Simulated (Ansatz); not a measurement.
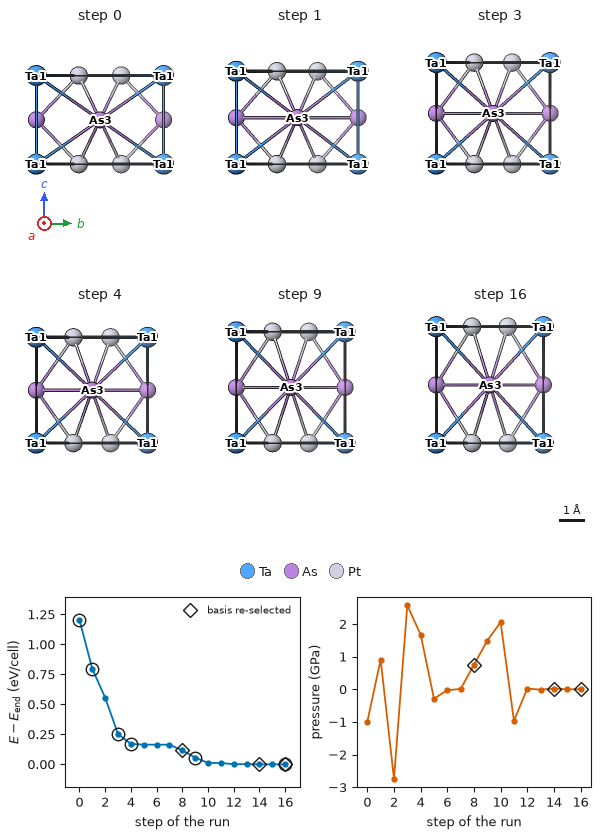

Frames of a relaxation of solid TaAs3Pt2 (built on the ScCo3B2-191 type type), marked on the history of the run. A ball-and-stick model of the cell of the calculation, seen along the a axis.

All numbers below come from Ansatz, DFT, PBEsol, plane waves, PAW.

The input:
```yaml
crystal:
  lattice:
    - [6.04201712, 0.0, 0.0]
    - [-3.02100856, 5.23254032, 0.0]
    - [0.0, 0.0, 3.64192037]
  atoms:
    - { symbol: Ta, position: [0.0, 0.0, 0.0] }
    - { symbol: As, position: [0.5, 0.0, 0.5] }
    - { symbol: As, position: [0.0, 0.5, 0.5] }
    - { symbol: As, position: [0.5, 0.5, 0.5] }
    - { symbol: Pt, position: [0.33333333, 0.66666667, 0.0] }
    - { symbol: Pt, position: [0.66666667, 0.33333333, 0.0] }
kpoints:
  mp_grid: { grid: [6, 6, 6] }
hamiltonian:
  xc: pbesol
scf:
  occupations: { method: fermi_dirac, width: 0.03 }
relax:
  f_tol: 0.01
  cell: {}
  max_steps: 120
```

Command:
```bash
ansatz run input.yaml --threads 2 --pin off --max-ram 2211MiB --backend cpu --events-out ev --progress --plain --runs-dir out
```

**What happens along the run?**

Over 13 accepted moves (16 points after the start) the energy falls by 1.205 eV per cell of the calculation. All forces vanish by symmetry, so only the cell relaxes. Pressure: −0.99 GPa at the start and 0.00 GPa at the end. At 3 points the geometry stayed and the basis and grid were re-selected for the new cell (energy shift of 47.4 meV per cell of the calculation at most each time). No atom moves by more than 0.005 Å relative to the cell. The volume changes by −6.9 %, with a = b 6.042 → 5.083 Å (−15.9 %), c 3.642 → 4.789 Å (+31.5 %). Among the contacts that change: Ta1–Ta1 3.642 → 4.789 Å, Pt5–Pt6 3.488 → 2.935 Å, Ta1–Pt5 3.488 → 2.935 Å, As2–As3 3.021 → 2.542 Å. The space group stays P6/mmm (No. 191). From step 0 to 1: volume −4.0 %, energy −0.408 eV per cell of the calculation. From step 1 to 3: volume −4.6 %, energy −0.544 eV per cell of the calculation. From step 3 to 4: volume −0.3 %, energy −82.1 meV per cell of the calculation. From step 4 to 9: volume +0.5 %, energy −0.114 eV per cell of the calculation. From step 9 to 16: volume +1.4 %, energy −56.4 meV per cell of the calculation.

```json
{"step": "0", "E − E(0), meV/atom": "0.00", "pressure, GPa": "-0.99", "volume, Å³/atom": "19.190", "note": ""}
{"step": "1", "E − E(0), meV/atom": "-68.04", "pressure, GPa": "0.91", "volume, Å³/atom": "18.423", "note": ""}
{"step": "2", "E − E(0), meV/atom": "-108.09", "pressure, GPa": "-2.74", "volume, Å³/atom": "18.557", "note": ""}
{"step": "3", "E − E(0), meV/atom": "-158.71", "pressure, GPa": "2.57", "volume, Å³/atom": "17.572", "note": ""}
{"step": "4", "E − E(0), meV/atom": "-172.39", "pressure, GPa": "1.68", "volume, Å³/atom": "17.516", "note": ""}
{"step": "5", "E − E(0), meV/atom": "-173.42", "pressure, GPa": "-0.28", "volume, Å³/atom": "17.716", "note": ""}
{"step": "6", "E − E(0), meV/atom": "-173.48", "pressure, GPa": "-0.03", "volume, Å³/atom": "17.683", "note": ""}
{"step": "7", "E − E(0), meV/atom": "-173.49", "pressure, GPa": "0.01", "volume, Å³/atom": "17.675", "note": ""}
{"step": "8", "E − E(0), meV/atom": "-181.39", "pressure, GPa": "0.75", "volume, Å³/atom": "17.675", "note": "same geometry, new basis"}
{"step": "9", "E − E(0), meV/atom": "-191.42", "pressure, GPa": "1.49", "volume, Å³/atom": "17.611", "note": ""}
{"step": "10", "E − E(0), meV/atom": "-198.79", "pressure, GPa": "2.06", "volume, Å³/atom": "17.604", "note": ""}
{"step": "11", "E − E(0), meV/atom": "-198.98", "pressure, GPa": "-0.96", "volume, Å³/atom": "18.002", "note": ""}
{"step": "12", "E − E(0), meV/atom": "-200.57", "pressure, GPa": "0.02", "volume, Å³/atom": "17.855", "note": ""}
{"step": "13", "E − E(0), meV/atom": "-200.57", "pressure, GPa": "-0.01", "volume, Å³/atom": "17.857", "note": ""}
{"step": "14", "E − E(0), meV/atom": "-200.81", "pressure, GPa": "0.03", "volume, Å³/atom": "17.857", "note": "same geometry, new basis"}
{"step": "15", "E − E(0), meV/atom": "-200.82", "pressure, GPa": "0.00", "volume, Å³/atom": "17.861", "note": ""}
{"step": "16", "E − E(0), meV/atom": "-200.82", "pressure, GPa": "0.00", "volume, Å³/atom": "17.861", "note": "same geometry, new basis"}
```
